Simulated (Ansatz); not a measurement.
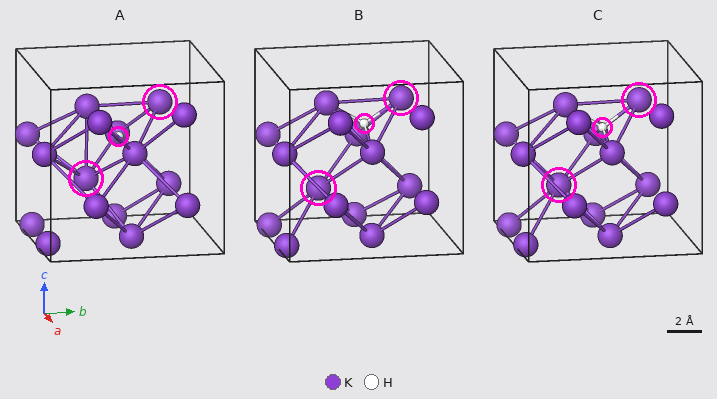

3 geometries from a converged minimum-energy path of K with an interstitial H (17 atoms in the cell), shuffled. The picture is a ball-and-stick view of the simulation cell (origin moved), seen slightly off an axis. The atoms that move most are ringed. Bonds to atoms that aren't drawn are left out.

Level of theory: DFT PBEsol, scalar-relativistic, plane waves, PAW in Ansatz 0.2.0. Set-up: plane-wave cutoff 420 eV; k-point mesh 2 × 2 × 2; Gaussian smearing 0.15 eV; 7 movable images; climbing image; force threshold 0.05 eV/Å; iteration limit 60; starting path by image-dependent pair potential.

Which frame is the top of the path?

A. In order along the path, whose images run from 0 to 8: B (image 1, +0.007 eV), C (image 2, +0.026 eV), A (image 4, +0.064 eV). The H atom travels furthest, 1.86 Å from end to end, along [0 −1 −1], on a path that bends up to 0.39 Å away from the straight line. At the highest image its nearest neighbour (K) is 2.70 Å away, against 2.63 Å at the start, and the surrounding atoms stand up to 0.57 Å off the mean of their end positions.

The run took 7.3 min on 4 threads of AMD EPYC 9R14 (Zen 4) (shared host), peak memory 6.4 GiB.
